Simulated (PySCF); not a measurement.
## A study: CH$_{7}$GaSi, SMILES `[SiH3][CH2][GaH2]`

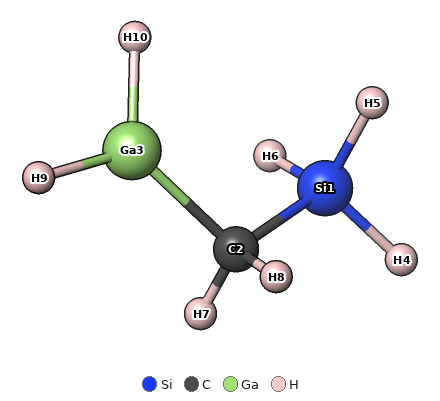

The molecule, with its atoms numbered as below. No frequency check shows the geometry to be a minimum.

Cartesian coordinates (Å):

```
Si1      2.0329    0.2345   -0.0096
C2       0.5515   -0.9619    0.0247
Ga3     -1.1722    0.0963   -0.0004
H4       3.2845   -0.5346    0.0243
H5       1.9711    1.1215    1.1617
H6       1.9824    1.0310   -1.2458
H7       0.5813   -1.6389   -0.8356
H8       0.5914   -1.5922    0.9191
H9      -2.6128   -0.5582   -0.1364
H10     -1.2280    1.6730    0.1120
```

Part 1: Bonding charge

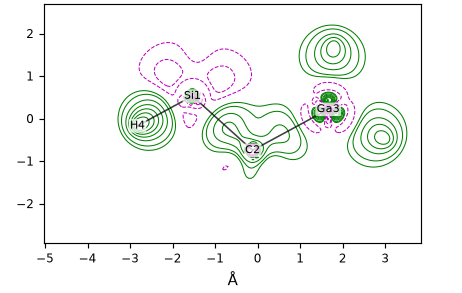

Deformation density (molecule less spherical, spin-averaged free atoms) in the plane of Si1, C2, Ga3 and H4; contours at ±0.05 to ±0.8 e/Å³; solid green lines: gain, dashed magenta lines: loss.

Computed with PySCF, PBE0/def2-SVP, geometry: GFN2-xTB.

Describe the bonding that the map shows.

Answer. Si1–H4: +0.17 e/Å³ at the bond critical point (bond length 1.47 Å, Mayer order 0.9). C2–Ga3: +0.15 e/Å³ at the bond critical point (bond length 2.02 Å, Mayer order 0.9). Si1–C2: +0.13 e/Å³ at the bond critical point (bond length 1.91 Å, Mayer order 1.0). In all, 2.2 electrons gather in the regions of gain relative to the promolecule. A small or negative value marks a very polar bond, one between electron-rich atoms, whose free-atom densities already overlap strongly, a long bond to a heavier atom, or a closed-shell contact such as a hydrogen bond.

Where do the Hirshfeld charges lie?

Answer. The highest Hirshfeld charge is on Ga3 (+0.42 e), the lowest on C2 (−0.27 e).

```json
{"atom": "Si1", "charge (e)": "+0.30"}
{"atom": "C2", "charge (e)": "−0.27"}
{"atom": "Ga3", "charge (e)": "+0.42"}
{"atom": "H4", "charge (e)": "−0.09"}
{"atom": "H5", "charge (e)": "−0.08"}
{"atom": "H6", "charge (e)": "−0.08"}
{"atom": "H7", "charge (e)": "+0.04"}
{"atom": "H8", "charge (e)": "+0.04"}
{"atom": "H9", "charge (e)": "−0.14"}
{"atom": "H10", "charge (e)": "−0.14"}
```

Part 2: Local ionisation energy

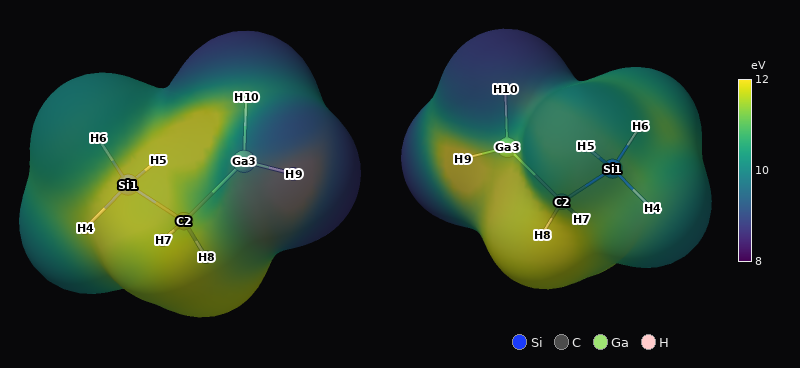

Average local ionisation energy on the surface of electron density 0.001 a.u. (back view left, front view right).

Where are the most loosely bound electrons on this surface?

Answer. The lowest value is 8.7 eV, 1.5 Å from H9. Further minima include 8.8 eV, 1.5 Å from H10; 9.8 eV, 1.5 Å from H4. For comparison, the highest occupied orbital lies at −7.8 eV.

What volume does the surface enclose, and what is the dipole moment?

Answer. About 125 Å³; the dipole moment is 0.8 D.

Part 3: Removing or adding an electron

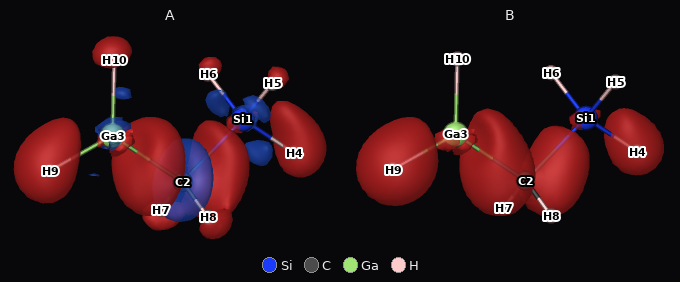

The Fukui function f⁻ from two separate SCF calculations and the density of the HOMO, at ±0.03 e/Å³ (red positive, blue negative).

Computed with PySCF, ωB97X/def2-SVP, geometry: GFN2-xTB.

Which panel is which, and how good is the frozen-orbital picture?

Answer. A is f⁻ (it has negative regions), B the HOMO density. The HOMO lies on C2 (30 %), Ga3 (23 %) and H9 (20 %); f⁻ (Hirshfeld-condensed) is largest on Ga3 (0.20), C2 (0.18) and H9 (0.15); the vertical ionisation energy is 10.03 eV. Relaxation shifts 22 % of the electron between atoms. The orbital energy is −10.13 eV.

Part 4: Stretching a bond

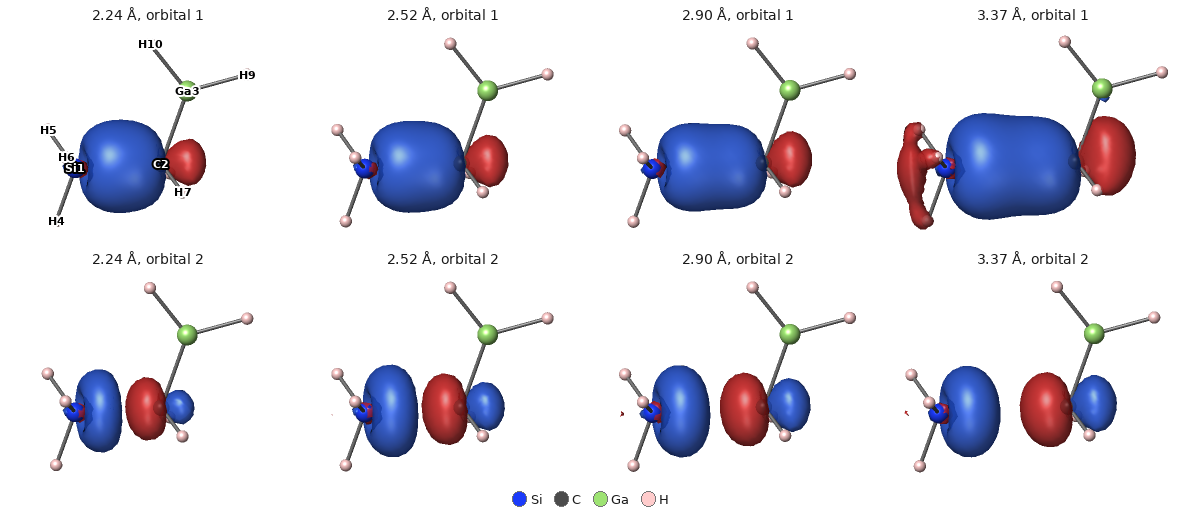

Rigid stretch of the Si1–C2 bond. The two CASSCF(2,2) natural orbitals nearest half filling (orbital 1 the more occupied).

Level of theory: cc-pVDZ basis (PySCF), at a geometry from GFN2-xTB.

How do the occupations change along the stretch?

Answer. 2.24 Å: 1.96 and 0.04; 2.52 Å: 1.92 and 0.08; 2.90 Å: 1.82 and 0.18; 3.37 Å: 1.62 and 0.38. At the longest distance computed (5.24 Å) they are 1.06 and 0.94, and the effective number of unpaired electrons is 2.0.

Where does the UHF solution part from RHF?

Answer. Between 2.52 Å (⟨S²⟩ = 0, the two coincide) and 2.90 Å (⟨S²⟩ = 0.60); at 5.24 Å ⟨S²⟩ is 1.01 and UHF lies 4.2 eV below RHF.

How much energy does the stretch cost?

Answer. By CASSCF, 3.5 eV from the lowest point of the scan (1.87 Å) to 5.24 Å; RHF gives 7.2 eV from its own lowest point. The fragments aren't relaxed and dynamic correlation is missing, so this isn't a bond dissociation energy.

The PySCF runs shown took 12 s, 3 min and 7.6 min on 1 thread of Arm Neoverse V1 (shared host).
